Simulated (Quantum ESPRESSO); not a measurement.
# ZnCu: which magnetic order is lowest

Aim: find out which collinear order of ZnCu costs least.

Program: Quantum ESPRESSO 7.5. Level of theory: PBEsol; plane waves with GBRV 1.5 PBEsol potentials, no spin-orbit coupling. Results are calculated unless marked as measured.

## (1) Set-up

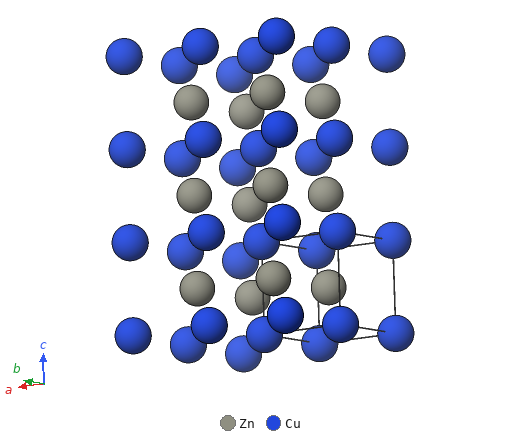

The cell as given, from a free direction (zinc grey, copper blue). 2×2×3 cells are drawn. Some periodic images of atoms are drawn too.

The cell comes from the Crystallography Open Database.

## (2) Run 1 (ferro +)

The signs are those of the starting moments on the seeded atoms, the atoms that are given a moment.

The input, pw.in:

```
&CONTROL
  calculation = 'scf'
  prefix = 'pwscf'
  outdir = './tmp'
  pseudo_dir = './pseudo'
  disk_io = 'nowf'
/
&SYSTEM
  ibrav = 0
  celldm(1) = 8
  nat = 2
  ntyp = 2
  ecutwfc = 40
  ecutrho = 280
  nbnd = 27
  occupations = 'smearing'
  smearing = 'fd'
  degauss = 0.0110248
  nspin = 2
  starting_magnetization(1) = 0
  starting_magnetization(2) = 0.0263
/
&ELECTRONS
  conv_thr = 4d-09
  electron_maxstep = 150
  mixing_beta = 0.3
/
ATOMIC_SPECIES
Zn     65.3800 zn_pbesol_v1.uspp.F.UPF
Cu     63.5460 cu_pbesol_v1.2.uspp.F.UPF
CELL_PARAMETERS alat
   0.6956554296279    0.0000000000000    0.0000000000000
   0.0000000000000    0.6956554296279    0.0000000000000
   0.0000000000000    0.0000000000000    0.6956554296279
ATOMIC_POSITIONS crystal
Zn      0.5000000000    0.5000000000    0.5000000000
Cu      0.0000000000    0.0000000000    0.0000000000
K_POINTS automatic
12 12 12 0 0 0
```

The run is started by

```sh
> OMP_NUM_THREADS=1 mpirun -n 4 pw.x -nk 4 -in pw.in > pw.out
```

The log of the run:

```text
Program PWSCF v.7.5 starts

     Message from routine setup:
     using ibrav=0 with symmetry is DISCOURAGED, use correct ibrav instead

     K-points division:     npool     =       4
     Subspace diagonalization in iterative solution of the eigenvalue problem:

     G-vector sticks info
     --------------------
     sticks:   dense  smooth     PW     G-vecs:    dense   smooth      PW
     Sum         681     401    137                13613     5887    1141

     Using Slab Decomposition

     bravais-lattice index     =            0
     lattice parameter (alat)  =       8.0000  a.u.
     unit-cell volume          =     172.3664 (a.u.)^3
     number of atoms/cell      =            2
     number of atomic types    =            2
     number of electrons       =        39.00
     number of Kohn-Sham states=           27
     kinetic-energy cutoff     =      40.0000  Ry
     charge density cutoff     =     280.0000  Ry
     scf convergence threshold =      4.0E-09
     mixing beta               =       0.3000
     number of iterations used =            8  plain     mixing
     Exchange-correlation= SLA  PW   PSX  PSC
                           (   1   4  10   8   0   0   0)

     celldm(1)=   8.000000  celldm(2)=   0.000000  celldm(3)=   0.000000
     celldm(4)=   0.000000  celldm(5)=   0.000000  celldm(6)=   0.000000

     crystal axes: (cart. coord. in units of alat)
               a(1) = (   0.695655   0.000000   0.000000 )
               a(2) = (   0.000000   0.695655   0.000000 )
               a(3) = (   0.000000   0.000000   0.695655 )

     reciprocal axes: (cart. coord. in units 2 pi/alat)
               b(1) = (  1.437493  0.000000  0.000000 )
               b(2) = (  0.000000  1.437493  0.000000 )
               b(3) = (  0.000000  0.000000  1.437493 )

     PseudoPot. # 1 for Zn read from file:
     zn_pbesol_v1.uspp.F.UPF
     Pseudo is Ultrasoft, Zval = 20.0
     Generated by new atomic code, or converted to UPF format
     Using radial grid of  943 points,  6 beta functions with:
                l(1) =   0
                l(2) =   0
                l(3) =   1
                l(4) =   1
                l(5) =   2
                l(6) =   2
     Q(r) pseudized with  8 coefficients,  rinner =    1.100   1.100   1.100
                                                       1.100   1.100

     PseudoPot. # 2 for Cu read from file:
     cu_pbesol_v1.2.uspp.F.UPF
     Pseudo is Ultrasoft + core correction, Zval = 19.0
     Generated by new atomic code, or converted to UPF format
     Using radial grid of  867 points,  6 beta functions with:
                l(1) =   0
                l(2) =   0
                l(3) =   1
                l(4) =   1
                l(5) =   2
                l(6) =   2
     Q(r) pseudized with  8 coefficients,  rinner =    1.150   1.150   1.150
                                                       1.150   1.150

     atomic species   valence    mass     pseudopotential
     Zn               20.00    65.38000     Zn( 1.00)
     Cu               19.00    63.54600     Cu( 1.00)

     Starting magnetic structure
     atomic species   magnetization
     Zn              0.000
     Cu              0.026

     48 Sym. Ops., with inversion, found

   Cartesian axes

     site n.     atom                  positions (alat units)
         1        Zn     tau(   1) = (   0.3478277   0.3478277   0.3478277  )
         2        Cu     tau(   2) = (   0.0000000   0.0000000   0.0000000  )

     number of k points=    84  Fermi-Dirac smearing, width (Ry)=  0.0110
                       cart. coord. in units 2pi/alat
        k(    1) = (   0.0000000   0.0000000   0.0000000), wk =   0.0005787
        k(    2) = (   0.0000000   0.0000000   0.1197911), wk =   0.0034722
        k(    3) = (   0.0000000   0.0000000   0.2395822), wk =   0.0034722
        k(    4) = (   0.0000000   0.0000000   0.3593733), wk =   0.0034722
        k(    5) = (   0.0000000   0.0000000   0.4791644), wk =   0.0034722
        [... 79 further k-points ...]

     Dense  grid:    13613 G-vectors     FFT dimensions: (  30,  30,  30)

     Smooth grid:     5887 G-vectors     FFT dimensions: (  24,  24,  24)

     Generating pointlists ...
     new r_m :   0.2485 (alat units)  1.9881 (a.u.) for type    1
     new r_m :   0.2485 (alat units)  1.9881 (a.u.) for type    2

     Initial potential from superposition of free atoms

     starting charge      37.9999, renormalised to      39.0000
     Starting wfcs are   26 randomized atomic wfcs +    1 random wfcs

     Self-consistent Calculation

     iteration #  1     ecut=    40.00 Ry     beta= 0.30
     Davidson diagonalization with overlap
     ethr =  1.00E-02,  avg # of iterations =  4.9

     total energy              =    -861.48967984 Ry
     estimated scf accuracy    <       9.24205243 Ry

     total magnetization       =     0.02 Bohr mag/cell
     absolute magnetization    =     0.06 Bohr mag/cell

     iteration #  2     ecut=    40.00 Ry     beta= 0.30
     Davidson diagonalization with overlap
     ethr =  1.00E-02,  avg # of iterations =  2.1

     total energy              =    -864.33767958 Ry
     estimated scf accuracy    <       3.58991796 Ry

     total magnetization       =     0.17 Bohr mag/cell
     absolute magnetization    =     0.22 Bohr mag/cell

     iteration #  3     ecut=    40.00 Ry     beta= 0.30
     Davidson diagonalization with overlap
     ethr =  9.20E-03,  avg # of iterations =  1.1

     total energy              =    -864.75463475 Ry
     estimated scf accuracy    <       0.49858198 Ry

     total magnetization       =     0.02 Bohr mag/cell
     absolute magnetization    =     0.05 Bohr mag/cell

     [... further iterations left out ...]

     iteration # 10     ecut=    40.00 Ry     beta= 0.30
     Davidson diagonalization with overlap
     ethr =  1.19E-07,  avg # of iterations =  2.1

     total energy              =    -864.76683375 Ry
     estimated scf accuracy    <       0.00000124 Ry

     total magnetization       =    -0.00 Bohr mag/cell
     absolute magnetization    =     0.00 Bohr mag/cell

     iteration # 11     ecut=    40.00 Ry     beta= 0.30
     Davidson diagonalization with overlap
     ethr =  3.18E-09,  avg # of iterations =  2.1

     total energy              =    -864.76683396 Ry
     estimated scf accuracy    <       0.00000013 Ry

     total magnetization       =    -0.00 Bohr mag/cell
     absolute magnetization    =     0.00 Bohr mag/cell

     iteration # 12     ecut=    40.00 Ry     beta= 0.30
     Davidson diagonalization with overlap
     ethr =  3.35E-10,  avg # of iterations =  2.1

     total energy              =    -864.76683391 Ry
     estimated scf accuracy    <       0.00000030 Ry

     total magnetization       =    -0.00 Bohr mag/cell
     absolute magnetization    =     0.00 Bohr mag/cell

     iteration # 13     ecut=    40.00 Ry     beta= 0.30
     Davidson diagonalization with overlap
     ethr =  3.35E-10,  avg # of iterations =  2.1

     Magnetic moment per site  (integrated on atomic sphere of radius R)
     atom   1 (R=0.249)  charge= 18.5618  magn= -0.0000
     atom   2 (R=0.249)  charge= 17.7764  magn=  0.0000

     End of self-consistent calculation

     Number of k-points >= 100: set verbosity='high' to print the bands.

     the Fermi energy is    15.4743 ev

!    total energy              =    -864.76683397 Ry
     estimated scf accuracy    <          1.5E-09 Ry
     smearing contrib. (-TS)   =      -0.00293011 Ry
     internal energy E=F+TS    =    -864.76390385 Ry

     The total energy is F=E-TS. E is the sum of the following terms:
     one-electron contribution =    -613.33178698 Ry
     hartree contribution      =     326.20884487 Ry
     xc contribution           =     -80.15064521 Ry
     ewald contribution        =    -497.49031654 Ry

     total magnetization       =    -0.00 Bohr mag/cell
     absolute magnetization    =     0.00 Bohr mag/cell

     convergence has been achieved in  13 iterations

=------------------------------------------------------------------------------=
   JOB DONE.
=------------------------------------------------------------------------------=
```

It took 50 s on 4 MPI ranks of Intel Xeon at 2.50GHz (Skylake/Cascade Lake), shared host; peak memory 0.33 GiB; 2.8 min of CPU time.

The spin moment in the atom's sphere vanishes on all atoms.

Read from the output:

```yaml
smearing_term_ts: 0.03987 eV
magnetization: 0 μB
absolute_magnetization: 0 μB
final_state: non-magnetic
```

## (3) Run 2, typed as antiferro q=(1/2,1/2,1/2) +−

The cell is doubled to 4 atoms to hold this order. The wavevector q is in fractions of the reciprocal vectors of the crystal's primitive cell, as the cells of these inputs are built from it; moments change sign between cells as cos(2π q·R).

The input, pw.in:

```
&CONTROL
  calculation = 'scf'
  prefix = 'pwscf'
  outdir = './tmp'
  pseudo_dir = './pseudo'
  disk_io = 'nowf'
/
&SYSTEM
  ibrav = 0
  celldm(1) = 8
  nat = 4
  ntyp = 3
  ecutwfc = 40
  ecutrho = 280
  nbnd = 49
  occupations = 'smearing'
  smearing = 'fd'
  degauss = 0.0110248
  nspin = 2
  starting_magnetization(1) = 0
  starting_magnetization(2) = 0.0263
  starting_magnetization(3) = -0.0263
/
&ELECTRONS
  conv_thr = 8d-09
  electron_maxstep = 150
  mixing_beta = 0.3
/
ATOMIC_SPECIES
Zn     65.3800 zn_pbesol_v1.uspp.F.UPF
Cu1    63.5460 cu_pbesol_v1.2.uspp.F.UPF
Cu2    63.5460 cu_pbesol_v1.2.uspp.F.UPF
CELL_PARAMETERS alat
   1.3913108592557    0.0000000000000    0.0000000000000
   0.6956554296279    0.6956554296279    0.0000000000000
   0.6956554296279    0.0000000000000    0.6956554296279
ATOMIC_POSITIONS crystal
Zn      0.7500000000    0.5000000000    0.5000000000
Zn      0.2500000000    0.5000000000    0.5000000000
Cu1     0.0000000000    0.0000000000    0.0000000000
Cu2     0.5000000000    0.0000000000    0.0000000000
K_POINTS automatic
6 12 12 0 0 0
```

The log of the run:

```text
[banner, memory and clock lines left out]
Program PWSCF v.7.5 starts

     Message from routine setup:
     using ibrav=0 with symmetry is DISCOURAGED, use correct ibrav instead

     bravais-lattice index     =            0
     lattice parameter (alat)  =       8.0000  a.u.
     unit-cell volume          =     344.7327 (a.u.)^3
     number of atoms/cell      =            4
     number of atomic types    =            3
     number of electrons       =        78.00
     number of Kohn-Sham states=           49
     kinetic-energy cutoff     =      40.0000  Ry
     charge density cutoff     =     280.0000  Ry
     scf convergence threshold =      8.0E-09
     mixing beta               =       0.3000
     number of iterations used =            8  plain     mixing
     Exchange-correlation= SLA  PW   PSX  PSC
                           (   1   4  10   8   0   0   0)

     celldm(1)=   8.000000  celldm(2)=   0.000000  celldm(3)=   0.000000
     celldm(4)=   0.000000  celldm(5)=   0.000000  celldm(6)=   0.000000

     crystal axes: (cart. coord. in units of alat)
               a(1) = (   1.391311   0.000000   0.000000 )
               a(2) = (   0.695655   0.695655   0.000000 )
               a(3) = (   0.695655   0.000000   0.695655 )

     reciprocal axes: (cart. coord. in units 2 pi/alat)
               b(1) = (  0.718747 -0.718747 -0.718747 )
               b(2) = (  0.000000  1.437493  0.000000 )
               b(3) = (  0.000000  0.000000  1.437493 )

     PseudoPot. # 1 for Zn read from file:
     zn_pbesol_v1.uspp.F.UPF
     Pseudo is Ultrasoft, Zval = 20.0

     PseudoPot. # 2 for Cu read from file:
     cu_pbesol_v1.2.uspp.F.UPF
     Pseudo is Ultrasoft + core correction, Zval = 19.0

     PseudoPot. # 3 for Cu read from file:
     cu_pbesol_v1.2.uspp.F.UPF
     Pseudo is Ultrasoft + core correction, Zval = 19.0

     atomic species   valence    mass     pseudopotential
     Zn               20.00    65.38000     Zn( 1.00)
     Cu1              19.00    63.54600     Cu( 1.00)
     Cu2              19.00    63.54600     Cu( 1.00)

     Starting magnetic structure
     atomic species   magnetization
     Zn              0.000
     Cu1             0.026
     Cu2            -0.026

     48 Sym. Ops., with inversion, found

   Cartesian axes

     site n.     atom                  positions (alat units)
         1        Zn     tau(   1) = (   1.7391386   0.3478277   0.3478277  )
         2        Zn     tau(   2) = (   1.0434831   0.3478277   0.3478277  )
         3        Cu1    tau(   3) = (   0.0000000   0.0000000   0.0000000  )
         4        Cu2    tau(   4) = (   0.6956554   0.0000000   0.0000000  )

     number of k points=    44  Fermi-Dirac smearing, width (Ry)=  0.0110
                       cart. coord. in units 2pi/alat
        k(    1) = (   0.0000000   0.0000000   0.0000000), wk =   0.0011574
        k(    2) = (   0.0000000   0.0000000   0.1197911), wk =   0.0069444
        k(    3) = (   0.0000000   0.0000000   0.2395822), wk =   0.0069444
        k(    4) = (   0.0000000   0.0000000   0.3593733), wk =   0.0069444
        k(    5) = (   0.0000000   0.0000000   0.4791644), wk =   0.0069444
        [... 39 further k-points ...]

     Dense  grid:    27317 G-vectors     FFT dimensions: (  60,  45,  45)

     Smooth grid:    11791 G-vectors     FFT dimensions: (  45,  32,  32)

     Generating pointlists ...
     new r_m :   0.2485 (alat units)  1.9881 (a.u.) for type    1
     new r_m :   0.2485 (alat units)  1.9881 (a.u.) for type    2
     new r_m :   0.2485 (alat units)  1.9881 (a.u.) for type    3

     Initial potential from superposition of free atoms

     starting charge      75.9997, renormalised to      78.0000
     Starting wfcs are   52 randomized atomic wfcs

     Self-consistent Calculation

     iteration #  1     ecut=    40.00 Ry     beta= 0.30
     Davidson diagonalization with overlap
     ethr =  1.00E-02,  avg # of iterations =  3.9

     total energy              =   -1723.12724111 Ry
     estimated scf accuracy    <      18.13578767 Ry

     total magnetization       =    -0.00 Bohr mag/cell
     absolute magnetization    =     0.09 Bohr mag/cell

     iteration #  2     ecut=    40.00 Ry     beta= 0.30
     Davidson diagonalization with overlap
     ethr =  1.00E-02,  avg # of iterations =  2.4

     total energy              =   -1728.62043238 Ry
     estimated scf accuracy    <       7.47146105 Ry

     total magnetization       =     0.00 Bohr mag/cell
     absolute magnetization    =     0.36 Bohr mag/cell

     [... further iterations left out ...]

     iteration # 14     ecut=    40.00 Ry     beta= 0.30
     Davidson diagonalization with overlap
     ethr =  4.25E-10,  avg # of iterations =  2.1

     total energy              =   -1729.53366822 Ry
     estimated scf accuracy    <       0.00000001 Ry

     total magnetization       =    -0.00 Bohr mag/cell
     absolute magnetization    =     0.00 Bohr mag/cell

     iteration # 15     ecut=    40.00 Ry     beta= 0.30
     Davidson diagonalization with overlap
     ethr =  1.34E-11,  avg # of iterations =  2.3

     Magnetic moment per site  (integrated on atomic sphere of radius R)
     atom   1 (R=0.249)  charge= 18.5621  magn=  0.0000
     atom   2 (R=0.249)  charge= 18.5621  magn=  0.0000
     atom   3 (R=0.249)  charge= 17.7764  magn=  0.0000
     atom   4 (R=0.249)  charge= 17.7764  magn= -0.0000

     End of self-consistent calculation

     [... lines left out ...]
     the Fermi energy is    15.4743 ev

!    total energy              =   -1729.53366822 Ry
     estimated scf accuracy    <          5.3E-11 Ry
     smearing contrib. (-TS)   =      -0.00586018 Ry
     internal energy E=F+TS    =   -1729.52780805 Ry

     The total energy is F=E-TS. E is the sum of the following terms:
     one-electron contribution =   -1226.66507946 Ry
     hartree contribution      =     652.41937715 Ry
     xc contribution           =    -160.30147265 Ry
     ewald contribution        =    -994.98063308 Ry

     total magnetization       =     0.00 Bohr mag/cell
     absolute magnetization    =     0.00 Bohr mag/cell

     convergence has been achieved in  15 iterations
```

Elapsed: 2.6 min, on 4 MPI ranks; peak memory 0.51 GiB; 8.6 min of CPU time.

The spin moment in the atom's sphere vanishes on all atoms.

Numbers from this step:

```
smearing term TS       : 0.07973 eV
magnetization          : 0 μB
absolute magnetization : 0 μB
final state            : non-magnetic
```

## (4) The states side by side

An order is kept where moments of 0.15 μB or more survive with the typed signs; meshes match where a doubled cell samples the same k points as the first cell.

Orders:

| start | final state | typed order kept | energy over the lowest (meV a seeded atom) | largest site moment (μB) | net moment (μB a cell of the first run) | mesh matched | CPU time (s) |
| --- | --- | --- | --- | --- | --- | --- | --- |
| ferro + | non-magnetic | no | 0.001991 | 0 | 0 | yes | 167.6 |
| antiferro q=(1/2,1/2,1/2) +- | non-magnetic | no | 0 | 0 | 0 | yes | 514.9 |

## (5) Summary of results

```yaml
lowest_state_found: non-magnetic (from ferro + and antiferro q=(1/2,1/2,1/2) +-)
largest_site_moment: 0 μB
```

What this shows: The lowest state carries no moment, and no start kept one. This is the lowest of 2 collinear or spinless starts, no proof of the ground state. Energies are free energies at an electronic temperature of 1740 K, which lowers moments and differences where the moments are itinerant.

[Logs and program files are shortened in this print: banners, set-up blocks, solver, clock and traceback lines can be left out without a mark of their own.]

[Logs are printed without paths, hosts, clocks, repeated set-up lines and the standing remarks that a program may print on its own settings, such as how far it seeks lower states.]

[Hosts, paths, dates, database ids (printed as entryN), source tags and the programs' standing remarks are cut or masked in the printed files.]

[Where a cell is said to come from a database of computed structures, the database is the Materials Project.]
